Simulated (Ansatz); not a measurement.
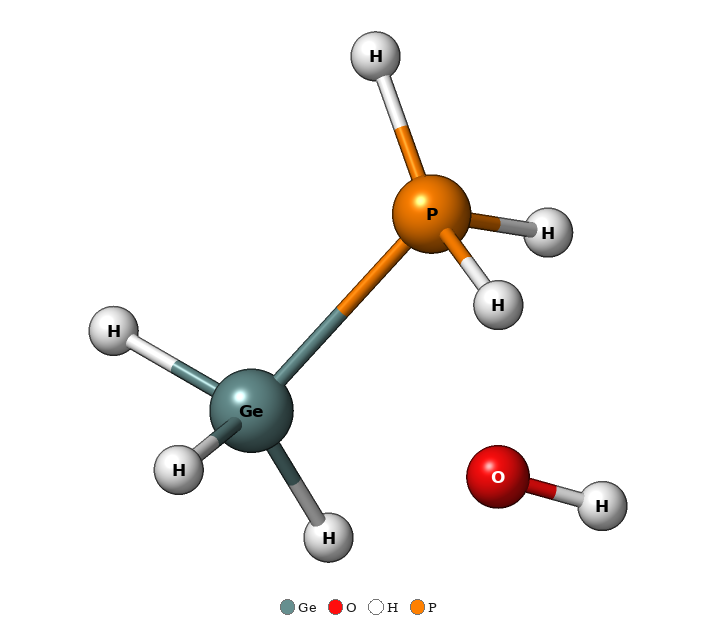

Harmonic vibrations computed with RKS PBE0-D4/def2-SVP (Ansatz 0.2.0) at a stationary point of the same level.

How many imaginary frequencies does it have?

A first-order saddle point: one imaginary frequency, 1264i cm⁻¹.

List the wavenumbers.

24 modes: 1264i, 110, 267, 317, 381, 398, 409, 532, 569, 608, 677, 753, 808, 875, 918, 1037, 1205, 2070, 2195, 2218, 2295, 2350, 2505, 3845 cm⁻¹.
